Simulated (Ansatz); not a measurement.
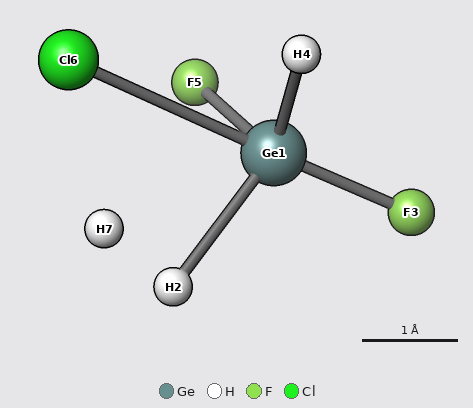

Figure 1. The starting structure (ball-and-stick view, seen at a tilt; atoms are numbered from 1 in the order of the input). Sticks mark near contacts.

# Geometry relaxation, with input and output: GeH₃ClF₂

- system: GeH₃ClF₂
- method: RKS PBE/def2-SVP (Ansatz 0.2.0)

The input holds or restrains some coordinates. It belongs to a series of runs on one base structure; here: pulled along the bonds that form and break, towards end A. Figures and captions count atoms from 1; the log counts them from 0 in places.

### The program's output
```
The last accepted step is kept in [file] (removed where the run ends without a failure and the disk answers)
Engine: ansatz 0.2.0, x86_64-unknown-linux-gnu
Functional definition: PBE
  parameter kappa = 0.804
  parameter beta = 0.06672455060314922
  exchange = pbe_x(kappa = kappa, mu = beta*pi^2/3)
  correlation = pbe_c(beta = beta)
1016 factors; their error is unknown
mean field evaluation 1: about -74483.9544 eV, gradient 5.1e1 eV
mean field evaluation 2: about -74452.5016 eV, gradient 1.3e2 eV
mean field evaluation 4: about -74488.0132 eV, gradient 1.1e1 eV
mean field evaluation 8: about -74488.2455 eV, gradient 8.9e-2 eV
mean field evaluation 16: about -74488.1756 eV, gradient 2.3e-5 eV
mean field -74488.17562276 eV, -2737.3899642375 hartree, gradient 2.3e-5 eV, S^2 0.000000; 0 other end points of the search recorded, 0 dependent functions left out
the calculation of the forces begins
reference -74488.17565203 eV, -2737.3899653133 hartree; 35, 35 occupied and 58, 58 virtual orbitals, 1016 factors
relax step   1: F+E_penalty+E_count = -74488.17562276 eV  Δ(F+E_penalty+E_count) = +0.000e0 eV  max|allowed force component| = 2.671e0 eV/Å  E_restraint = 28.59616489 eV  max|allowed force component, restraints' pulls added| = 3.757e1 eV/Å  Δτ_max = 0.0000 Å  (28 SCF iters, accepted)
  distance Ge 0 - Cl 5 = 2.5200 Å
  distance H 6 - H 1 = 0.9812 Å
  distance Ge 0 - H 1 = 1.9000 Å
  distance H 6 - Cl 5 = 1.8190 Å
these checks for a lower state are left out or cut short: starts, cluster_reference, orbital_swaps, neighbouring_geometries, increment
1016 factors; their error is unknown
mean field -74488.82777286 eV, -2737.4139303119 hartree, gradient 1.0e-5 eV, S^2 0.000000; 0 other end points of the search recorded, 0 dependent functions left out
the calculation of the forces begins
reference -74488.82780277 eV, -2737.4139314109 hartree; 35, 35 occupied and 58, 58 virtual orbitals, 1016 factors
relax step   2: F+E_penalty+E_count = -74488.82777286 eV  Δ(F+E_penalty+E_count) = -6.522e-1 eV  max|allowed force component| = 4.330e0 eV/Å  E_restraint = 13.59962461 eV  max|allowed force component, restraints' pulls added| = 2.579e1 eV/Å  Δτ_max = 0.1950 Å  (34 SCF iters, accepted)
  distance Ge 0 - Cl 5 = 2.7515 Å
  distance H 6 - H 1 = 1.3007 Å
  distance Ge 0 - H 1 = 1.8023 Å
  distance H 6 - Cl 5 = 1.6584 Å
these checks for a lower state are left out or cut short: starts, cluster_reference, orbital_swaps, neighbouring_geometries, increment
1016 factors; their error is unknown
mean field evaluation 32: about -74489.4980 eV, gradient 1.1e-5 eV
mean field -74489.49802548 eV, -2737.4385616412 hartree, gradient 1.1e-5 eV, S^2 0.000000; 0 other end points of the search recorded, 0 dependent functions left out
the calculation of the forces begins
reference -74489.49805577 eV, -2737.4385627545 hartree; 35, 35 occupied and 58, 58 virtual orbitals, 1016 factors
relax step   3: F+E_penalty+E_count = -74489.49802548 eV  Δ(F+E_penalty+E_count) = -6.703e-1 eV  max|allowed force component| = 6.298e0 eV/Å  E_restraint = 4.57767395 eV  max|allowed force component, restraints' pulls added| = 1.342e1 eV/Å  Δτ_max = 0.1951 Å  (34 SCF iters, accepted)
  distance Ge 0 - Cl 5 = 2.9691 Å
  distance H 6 - H 1 = 1.6012 Å
  distance Ge 0 - H 1 = 1.6898 Å
  distance H 6 - Cl 5 = 1.4940 Å
these checks for a lower state are left out or cut short: starts, cluster_reference, orbital_swaps, neighbouring_geometries, increment
1016 factors; their error is unknown
mean field -74490.16794754 eV, -2737.4631808229 hartree, gradient 6.8e-6 eV, S^2 0.000000; 0 other end points of the search recorded, 0 dependent functions left out
the calculation of the forces begins
reference -74490.16797801 eV, -2737.4631819424 hartree; 35, 35 occupied and 58, 58 virtual orbitals, 1016 factors
relax step   4: F+E_penalty+E_count = -74490.16794754 eV  Δ(F+E_penalty+E_count) = -6.699e-1 eV  max|allowed force component| = 5.196e0 eV/Å  E_restraint = 0.68883468 eV  max|allowed force component, restraints' pulls added| = 4.174e0 eV/Å  Δτ_max = 0.1949 Å  (29 SCF iters, accepted)
  distance Ge 0 - Cl 5 = 3.2130 Å
  distance H 6 - H 1 = 1.8239 Å
  distance Ge 0 - H 1 = 1.5902 Å
  distance H 6 - Cl 5 = 1.3829 Å
these checks for a lower state are left out or cut short: starts, cluster_reference, orbital_swaps, neighbouring_geometries, increment
1016 factors; their error is unknown
mean field -74490.51521412 eV, -2737.4759426344 hartree, gradient 1.8e-5 eV, S^2 0.000000; 0 other end points of the search recorded, 0 dependent functions left out
the calculation of the forces begins
reference -74490.51524456 eV, -2737.4759437528 hartree; 35, 35 occupied and 58, 58 virtual orbitals, 1016 factors
relax step   5: F+E_penalty+E_count = -74490.51521412 eV  Δ(F+E_penalty+E_count) = -3.473e-1 eV  max|allowed force component| = 1.824e0 eV/Å  E_restraint = 0.03042596 eV  max|allowed force component, restraints' pulls added| = 1.827e0 eV/Å  Δτ_max = 0.1982 Å  (28 SCF iters, accepted)
  distance Ge 0 - Cl 5 = 3.3813 Å
  distance H 6 - H 1 = 1.8740 Å
  distance Ge 0 - H 1 = 1.5634 Å
  distance H 6 - Cl 5 = 1.3577 Å
these checks for a lower state are left out or cut short: starts, cluster_reference, orbital_swaps, neighbouring_geometries, increment
1016 factors; their error is unknown
mean field -74490.71141185 eV, -2737.4831527677 hartree, gradient 3.8e-5 eV, S^2 0.000000; 0 other end points of the search recorded, 0 dependent functions left out
the calculation of the forces begins
reference -74490.71144240 eV, -2737.4831538905 hartree; 35, 35 occupied and 58, 58 virtual orbitals, 1016 factors
relax step   6: F+E_penalty+E_count = -74490.71141185 eV  Δ(F+E_penalty+E_count) = -1.962e-1 eV  max|allowed force component| = 1.175e0 eV/Å  E_restraint = 0.00965306 eV  max|allowed force component, restraints' pulls added| = 3.551e-1 eV/Å  Δτ_max = 0.2000 Å  (30 SCF iters, accepted)
  distance Ge 0 - Cl 5 = 3.4176 Å
  distance H 6 - H 1 = 1.8639 Å
  distance Ge 0 - H 1 = 1.5535 Å
  distance H 6 - Cl 5 = 1.3453 Å
these checks for a lower state are left out or cut short: starts, cluster_reference, orbital_swaps, neighbouring_geometries, increment
1016 factors; their error is unknown
mean field -74490.74463955 eV, -2737.4843738633 hartree, gradient 1.0e-5 eV, S^2 0.000000; 0 other end points of the search recorded, 0 dependent functions left out
the calculation of the forces begins
reference -74490.74467026 eV, -2737.4843749920 hartree; 35, 35 occupied and 58, 58 virtual orbitals, 1016 factors
relax step   7: F+E_penalty+E_count = -74490.74463955 eV  Δ(F+E_penalty+E_count) = -3.323e-2 eV  max|allowed force component| = 1.024e0 eV/Å  E_restraint = 0.01338931 eV  max|allowed force component, restraints' pulls added| = 1.801e-1 eV/Å  Δτ_max = 0.1492 Å  (28 SCF iters, accepted)
  distance Ge 0 - Cl 5 = 3.4207 Å
  distance H 6 - H 1 = 1.8611 Å
  distance Ge 0 - H 1 = 1.5511 Å
  distance H 6 - Cl 5 = 1.3402 Å
these checks for a lower state are left out or cut short: starts, cluster_reference, orbital_swaps, neighbouring_geometries, increment
1016 factors; their error is unknown
mean field evaluation 64: about -74490.7530 eV, gradient 5.4e-5 eV
mean field -74490.75298045 eV, -2737.4846803858 hartree, gradient 6.7e-5 eV, S^2 0.000000; 0 other end points of the search recorded, 0 dependent functions left out
the calculation of the forces begins
reference -74490.75301120 eV, -2737.4846815156 hartree; 35, 35 occupied and 58, 58 virtual orbitals, 1016 factors
relax step   8: F+E_penalty+E_count = -74490.75298045 eV  Δ(F+E_penalty+E_count) = -8.341e-3 eV  max|allowed force component| = 9.323e-1 eV/Å  E_restraint = 0.01705634 eV  max|allowed force component, restraints' pulls added| = 1.419e-1 eV/Å  Δτ_max = 0.0871 Å  (24 SCF iters, accepted)
```

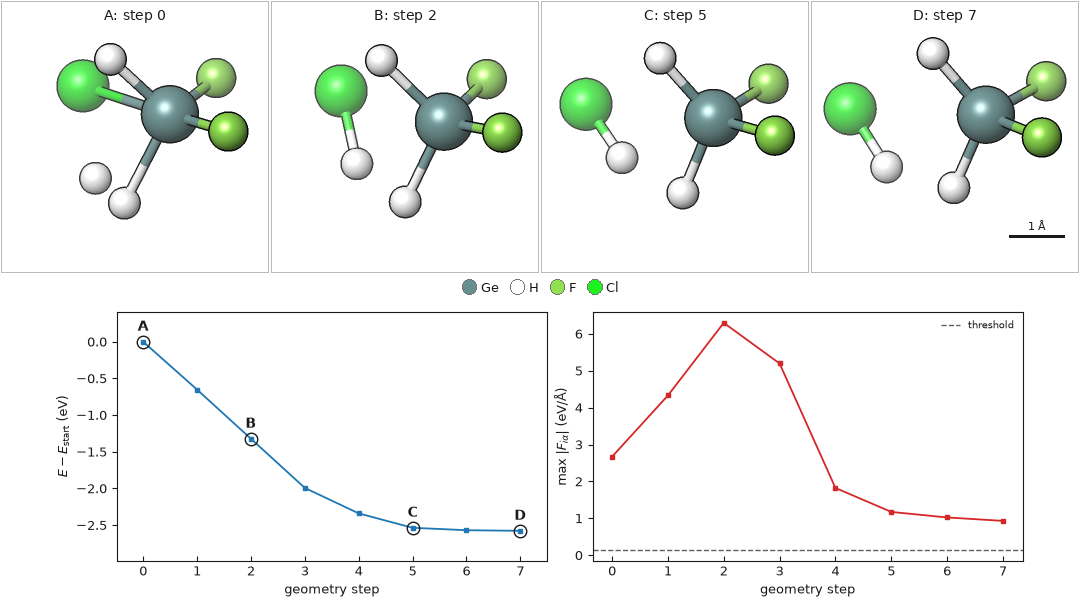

Figure 2. Frames of the restrained relaxation (ball-and-stick view, seen at a tilt) above the curves, on which the letters mark them (the first geometry is step 0 here and step 1 in the log).

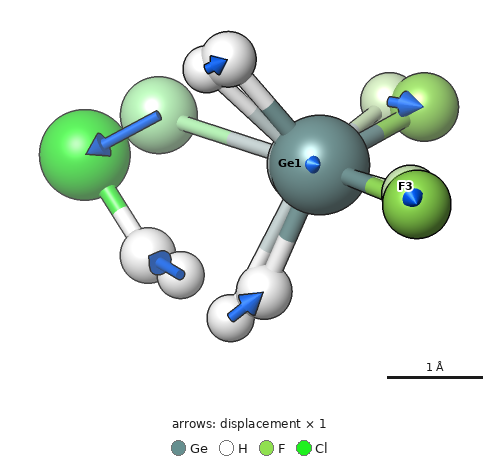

Figure 3. Start (faint) and end (solid) with the displacements as blue arrows, at true length (ball-and-stick view, seen at a tilt). The two geometries are laid on each other by the best rigid fit. The energy falls by 2.577 eV in 7 geometry steps. The largest force component goes from 2.7 to 0.93 eV/Å. Cl6 moves most after the best rigid fit: 0.94 Å. By element the largest moves are Cl 0.94 Å, H 0.65 Å, F 0.43 Å, Ge 0.18 Å. Among the contacts that change: Ge1–Cl6 2.520 → 3.419 Å, Cl6–H7 1.819 → 1.336 Å, Ge1–H2 1.900 → 1.551 Å, Ge1–F3 1.680 → 1.747 Å. New bonds form: Cl6–H7 (1.82 → 1.34 Å). Bonds break: Ge1–Cl6 (2.52 → 3.42 Å). Among the angles that change: H2–Ge1–H4 109.5° → 119.1°, F3–Ge1–F5 109.5° → 104.6°, H2–Ge1–F3 109.4° → 106.6°. (Atoms are counted from 1 in the order of the input.)

```
  distance Ge 0 - Cl 5 = 3.4195 Å
  distance H 6 - H 1 = 1.8605 Å
  distance Ge 0 - H 1 = 1.5505 Å
  distance H 6 - Cl 5 = 1.3363 Å
1016 factors; their error is unknown
mean field -74490.75298045 eV, -2737.4846803858 hartree, gradient 6.7e-5 eV, S^2 0.000000; 1 other end points of the search recorded, 0 dependent functions left out
the calculation of the forces begins
reference -74490.75301120 eV, -2737.4846815156 hartree; 35, 35 occupied and 58, 58 virtual orbitals, 1016 factors
Total energy: -74490.75301120 eV, -2737.4846815156 hartree
Atom 0 at     0.168564     0.020007    -0.063805 Å, force     0.027226    -0.013421    -0.032621 eV/Å
Atom 1 at     0.117630    -0.138580     1.477753 Å, force     0.104951     0.003077    -0.009294 eV/Å
Atom 2 at     1.856949     0.110434    -0.501673 Å, force     0.059703     0.015815    -0.002827 eV/Å
Atom 3 at    -0.563728     1.202760    -0.716981 Å, force    -0.006332     0.014312    -0.023159 eV/Å
Atom 4 at    -0.385381    -1.480687    -0.758842 Å, force    -0.024681    -0.019225    -0.016382 eV/Å
Atom 5 at    -2.845664     0.264690     1.532242 Å, force     0.771400    -0.233028     0.365843 eV/Å
Atom 6 at    -1.657170    -0.084725     2.033306 Å, force    -0.932266     0.232470    -0.281560 eV/Å
Dipole moment:    -0.084773     0.276604     0.333650 e Å
```

### Trajectory as extended XYZ (Å, eV, eV/Å), 8 frames, from step=1 to step=8
```
7
Properties=species:S:1:pos:R:3:forces:R:3 step=1 energy=-74488.17562
Ge    0.0000    0.0000    0.0000   -2.5368   2.3527   1.3633
H     0.0000    0.0000    1.9000    0.3992  -0.0527  -0.7226
F     1.5842    0.0000   -0.5594    2.3351  -0.3938  -0.3880
H    -0.7300    1.2648   -0.5162    0.9855   0.2714   0.1049
F    -0.7913   -1.3709   -0.5594    0.7234  -2.6709  -1.3495
Cl   -2.3914    0.0000    0.7946   -1.1213   0.3920   2.3255
H    -0.9803    0.0000    1.9424   -0.7851   0.1014  -1.3337
7
Properties=species:S:1:pos:R:3:forces:R:3 step=2 energy=-74488.82777
Ge    0.0965    0.0036    0.0205   -4.3295   1.5660   2.0954
H     0.1304   -0.0004    1.8225    0.0484  -0.1270  -1.5029
F     1.6275   -0.0037   -0.5712    3.6895  -0.3441  -1.2169
H    -0.7162    1.2629   -0.5126    0.9481  -0.3853   0.2992
F    -0.7719   -1.3715   -0.5605    0.8890  -0.9746  -0.4341
Cl   -2.5066    0.0022    0.9118    0.8060   0.2575   2.6136
H    -1.1685    0.0009    1.8915   -2.0515   0.0076  -1.8543
7
Properties=species:S:1:pos:R:3:forces:R:3 step=3 energy=-74489.49802
Ge    0.1975    0.0123    0.0445   -6.2976   0.9067   2.0199
H     0.2369   -0.0029    1.7337    0.2168  -0.1763  -1.3432
F     1.6833   -0.0073   -0.5942    4.6358  -0.3215  -1.8448
H    -0.7051    1.2514   -0.5069    1.1214  -0.6767   0.3915
F    -0.7572   -1.3642   -0.5555    1.2699   0.1171   0.1470
Cl   -2.6044    0.0041    1.0269    1.6369   0.1731   2.2270
H    -1.3598    0.0005    1.8535   -2.5832  -0.0224  -1.5974
7
Properties=species:S:1:pos:R:3:forces:R:3 step=4 energy=-74490.16795
Ge    0.2710    0.0374    0.0422   -5.1961   0.1508   0.7659
H     0.2887   -0.0094    1.6316    0.3440  -0.1547  -0.4688
F     1.7750   -0.0151   -0.6335    3.0526  -0.2348  -1.2571
H    -0.6648    1.2274   -0.4958    0.9799  -0.4034   0.2246
F    -0.7168   -1.3517   -0.5435    1.3172   0.5670   0.3544
Cl   -2.7378    0.0056    1.1690    1.2995   0.1154   1.1729
H    -1.5241   -0.0004    1.8320   -1.7971  -0.0403  -0.7918
7
Properties=species:S:1:pos:R:3:forces:R:3 step=5 energy=-74490.51521
Ge    0.2449    0.0830   -0.0179   -1.5075  -1.8242   0.9530
H     0.2524   -0.0197    1.5421    0.3000  -0.0161  -0.0981
F     1.8294   -0.0164   -0.6356    1.0990  -0.0201  -0.4502
H    -0.5533    1.2175   -0.5016   -0.4338   1.2129  -0.7087
F    -0.6276   -1.3778   -0.5494    0.7433   0.6196   0.1073
Cl   -2.8565    0.0153    1.3274    1.1989   0.0634   0.6159
H    -1.5982   -0.0080    1.8369   -1.3998  -0.0356  -0.4191
7
Properties=species:S:1:pos:R:3:forces:R:3 step=6 energy=-74490.71141
Ge    0.1818    0.0522   -0.0081    0.0984  -0.2307  -0.1437
H     0.2222   -0.0841    1.5389    0.0455   0.0372  -0.0131
F     1.8316    0.0395   -0.5806    0.0526   0.0390   0.0613
H    -0.5398    1.2390   -0.6403   -0.0716   0.1948  -0.0622
F    -0.4942   -1.4293   -0.6323    0.0018  -0.0340   0.0004
Cl   -2.8942    0.1405    1.4788    1.0481  -0.1370   0.3110
H    -1.6162   -0.0640    1.8456   -1.1747   0.1307  -0.1537
7
Properties=species:S:1:pos:R:3:forces:R:3 step=7 energy=-74490.74464
Ge    0.1771    0.0364   -0.0564   -0.0268  -0.0741   0.0485
H     0.1485   -0.1052    1.4880    0.0990   0.0272   0.0048
F     1.8593    0.0762   -0.5222    0.0531  -0.0012  -0.0285
H    -0.5405    1.2289   -0.7016   -0.0117   0.0562  -0.0608
F    -0.4485   -1.4577   -0.7034    0.0307  -0.0095  -0.0566
Cl   -2.8618    0.1942    1.5060    0.8802  -0.1845   0.3852
H    -1.6429   -0.0789    1.9916   -1.0244   0.1858  -0.2927
7
Properties=species:S:1:pos:R:3:forces:R:3 step=8 energy=-74490.75298
Ge    0.1686    0.0200   -0.0638    0.0272  -0.0134  -0.0326
H     0.1176   -0.1386    1.4778    0.1050   0.0031  -0.0093
F     1.8569    0.1104   -0.5017    0.0597   0.0158  -0.0028
H    -0.5637    1.2028   -0.7170   -0.0063   0.0143  -0.0232
F    -0.3854   -1.4807   -0.7588   -0.0247  -0.0192  -0.0164
Cl   -2.8457    0.2647    1.5322    0.7714  -0.2330   0.3658
H    -1.6572   -0.0847    2.0333   -0.9323   0.2325  -0.2816
```

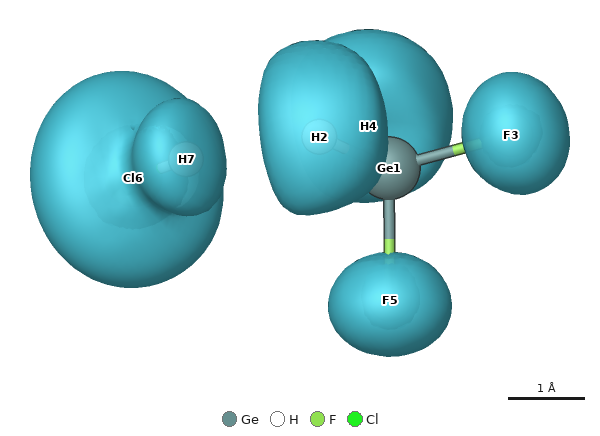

Figure 4. Isosurface of the ELF at 0.75 (cyan), seen from the side. Only the valence region is drawn (cores and ρ < 0.01 e/Å³ removed). Ge–F (1.74 Å): the ELF peaks at about 0.80 in the valence shell of F, 0.5 Å from its nucleus, and is about 0.25 at the midpoint.

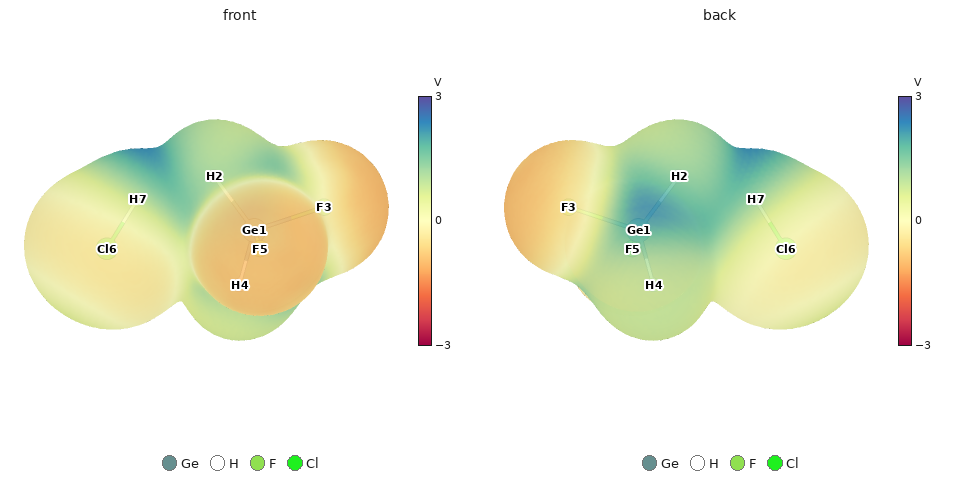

Figure 5. The electrostatic potential painted on the density surface at 0.002 e/bohr³, seen face on and from behind; the colour scale runs from red (negative) to blue (positive). A positive charge is drawn to the negative regions and a negative charge to the positive ones.

The run was set up as follows.

### The input
```yaml
crystal:
  periodic: [false, false, false]
  atoms:
    - { symbol: Ge, position_ang: [0.0, 0.0, 0.0] }
    - { symbol: H, position_ang: [0.0, 0.0, 1.9] }
    - { symbol: F, position_ang: [1.5842, 0.0, -0.5594] }
    - { symbol: H, position_ang: [-0.73, 1.2648, -0.5162] }
    - { symbol: F, position_ang: [-0.7913, -1.3709, -0.5594] }
    - { symbol: Cl, position_ang: [-2.3914, 0.0, 0.7946] }
    - { symbol: H, position_ang: [-0.9803, 0.0, 1.9424] }
basis:
  gaussian: { orbitals: def2-SVP }
hamiltonian:
  xc: pbe
relax:
  f_tol: 0.15
  max_steps: 25
  restrain:
    - { distance: [0, 5], at: 3.42, k: 30.0 }
    - { distance: [6, 1], at: 1.86, k: 30.0 }
    - { distance: [0, 1], at: 1.55, k: 30.0 }
    - { distance: [6, 5], at: 1.37, k: 30.0 }
output:
  orbitals: {}
```

Launched with:
```bash
ansatz run input.yaml --threads 2 --pin off --max-ram 3072MiB --backend cpu --events-out ev --progress --plain --runs-dir out
```

### Summary

| quantity | value |
| --- | --- |
| outcome | converged under the restraints of the input |
| total energy | −74490.7530 eV |
| mean-field energy | −74490.7530 eV |
| largest force (length of the vector) at the end, held atoms and coordinates included | 1.001 eV/Å |
| hardware | 2 threads of Intel Xeon (Sapphire Rapids), 192 GiB of memory available, shared host |
| wall time | 11 s (CPU time 21 s) |
| peak memory | 0.15 GiB |
